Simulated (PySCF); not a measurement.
| atom | x (Å) | y (Å) | z (Å) |
| --- | --- | --- | --- |
| N | -3.2279 | -0.4499 | -0.1929 |
| Si | -2.3808 | 0.8697 | 0.5014 |
| O | -0.8925 | 1.2633 | -0.1855 |
| C | 0.2641 | 0.5638 | -0.1508 |
| C | 0.2973 | -0.8313 | -0.2667 |
| C | 1.5180 | -1.5034 | -0.2357 |
| C | 2.7123 | -0.7995 | -0.0961 |
| C | 2.6761 | 0.5917 | 0.0105 |
| C | 1.4631 | 1.2726 | -0.0150 |
| H | -3.6021 | -0.4336 | -1.1338 |
| H | -3.1357 | -1.3918 | 0.1666 |
| H | -2.1512 | 0.5148 | 1.9299 |
| H | -3.1498 | 2.1215 | 0.2975 |
| H | -0.6383 | -1.3773 | -0.4015 |
| H | 1.5316 | -2.5924 | -0.3282 |
| H | 3.6664 | -1.3302 | -0.0746 |
| H | 3.6060 | 1.1559 | 0.1177 |
| H | 1.4164 | 2.3599 | 0.0700 |

Geometry: PBE0-D3(BJ)/def2-SVP.

Method: PySCF, PBE0/pcSseg-1, SCF density, gas phase, non-relativistic.

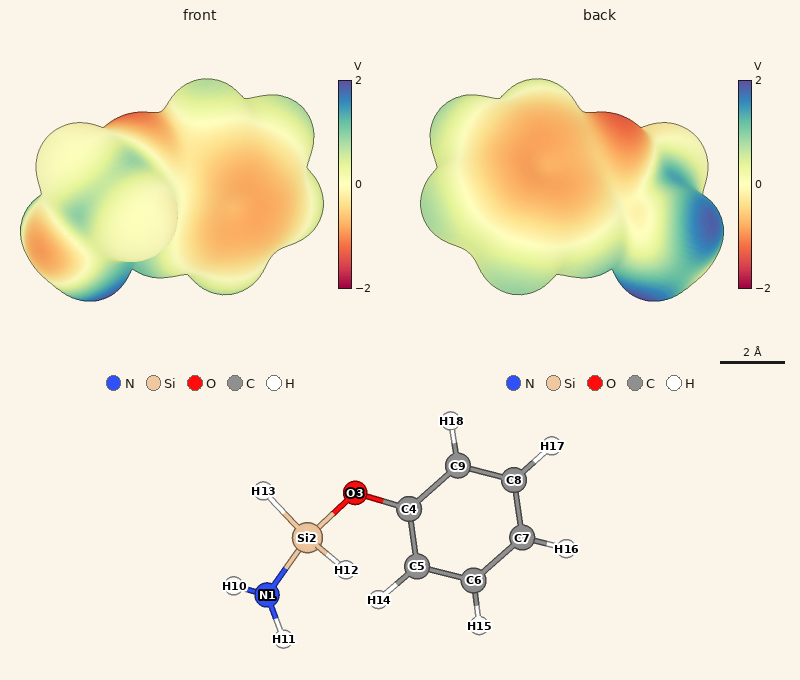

C6H9NOSi (SMILES N[SiH2]Oc1ccccc1). The molecular electrostatic potential painted on the density surface at 0.002 e/bohr³, seen from the front and from behind; the colour scale runs from red (negative) to blue (positive). The bare structure is drawn below in the same view.

Where is the surface potential most negative and most positive?

Answer. The most negative region (about −1.2 V) lies over O3, the most positive (about +1.9 V) over H10 and H11. O3 is the likeliest acceptor of a hydrogen bond.
